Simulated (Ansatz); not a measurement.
# AlH2NO (SMILES [NH-][Al+][OH]): what the fields show

The calculation's input:

```
crystal:
  periodic: [false, false, false]
  atoms:
    - symbol: Al
      position_ang: [0.168403, 0.084771, 0.553429]
    - symbol: N
      position_ang: [0.381920, -1.536716, 0.241010]
    - symbol: O
      position_ang: [0.381164, 1.742044, 0.646442]
    - symbol: H
      position_ang: [0.113593, 2.426156, 0.037306]
    - symbol: H
      position_ang: [-0.195690, -2.295765, 0.573485]
basis:
  gaussian:
    orbitals: def2-TZVPD
output: {forces: true, orbitals: {seedname: orbitals}}
total_charge: 0
hamiltonian:
  xc: {name: PBE0}
```

Launched as:

```sh
ansatz run input.yaml --threads 2 --pin off --max-ram 4350MiB --events-out events.jsonl --progress --plain --runs-dir runs
```

Geometry: PBE0-D4/def2-TZVP.

These are results of isolated molecule in a Gaussian basis; Kohn-Sham density functional theory, functional PBE0 in Ansatz 0.2.0, not measurements.

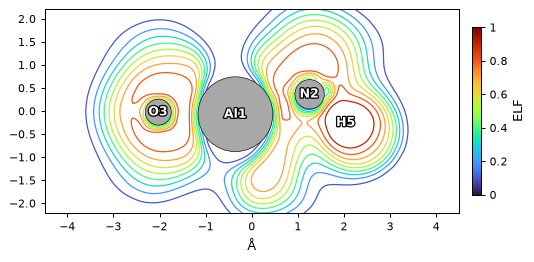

Figure 1. ELF on the plane of atoms N2, Al1 and O3. Grey discs cover the atomic cores.

What do the fields say about this system?

Answer. The section cuts through Al, N, O and H sites.
Al–N (1.67 Å): the ELF peaks at about 0.85 in the valence shell of N, 0.6 Å from its nucleus, and is about 0.35 at the midpoint.
Al–O (1.67 Å): the ELF peaks at about 0.85 in the valence shell of O, 0.6 Å from its nucleus, and is about 0.35 at the midpoint.
N–H (1.01 Å): the ELF climbs to about 1 towards the hydrogen, as it does in any bond to H; an ordinary covalent bond to hydrogen.
The ELF also peaks beside Al1, O3 and N2, away from the bonds: lone-pair regions.

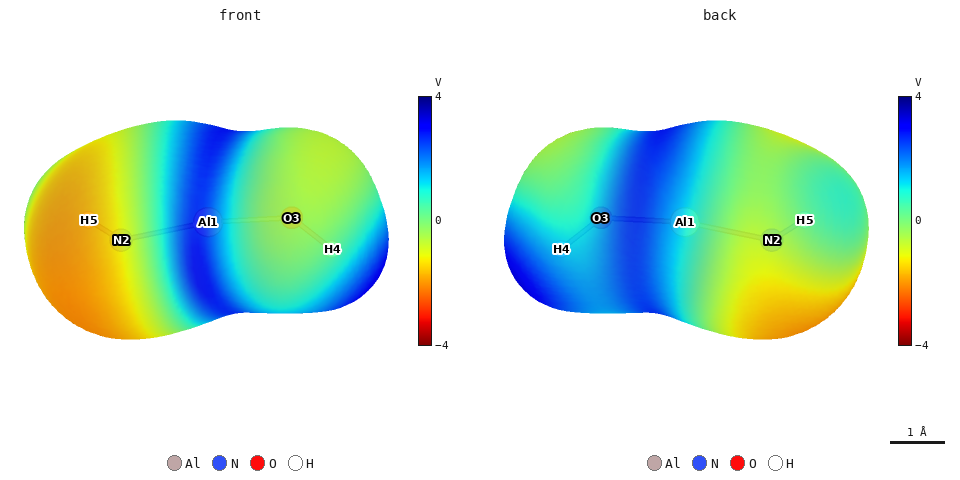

Figure 2. The molecular electrostatic potential painted on the density surface at 0.002 e/bohr³, seen from the front and from behind; red is negative and blue positive.

Describe the electrostatic potential map.

Answer. The most negative region (about −2.1 V) lies over N2, the most positive (about +3.2 V) over H4. N2 is the likeliest acceptor of a hydrogen bond.

What dipole moment does the calculation give?

Answer. Its dipole moment is 3.74 D.

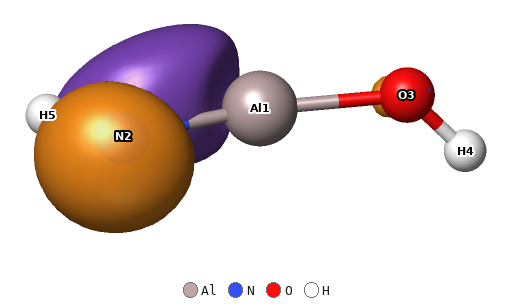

Figure 3. The HOMO−1 at ±0.2 Å⁻³ᐟ² (orange and purple are the two phases), seen across its widest extent.

Where does this orbital lie, and at what energy?

Answer. It lies mainly on N2 (about 65 %) and Al1 (about 25 %). Its energy is −6.94 eV.

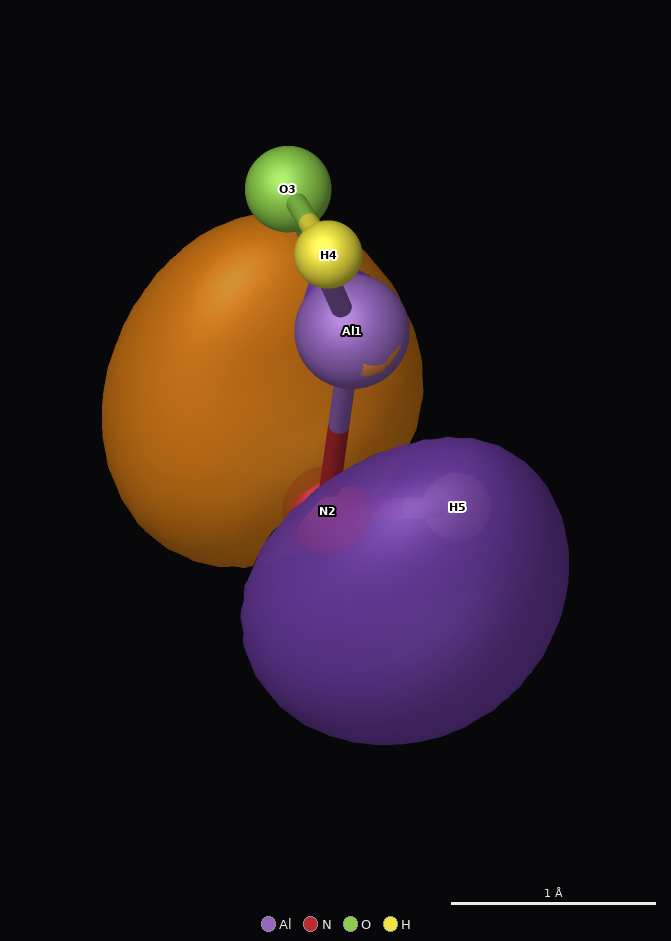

Figure 4. The HOMO at ±0.2 Å⁻³ᐟ² (orange and purple are the two phases), seen at an oblique angle.

What is the character of this orbital?

Answer. It lies mainly on N2 (about 70 %) and Al1 (about 25 %). Its energy is −6.43 eV.
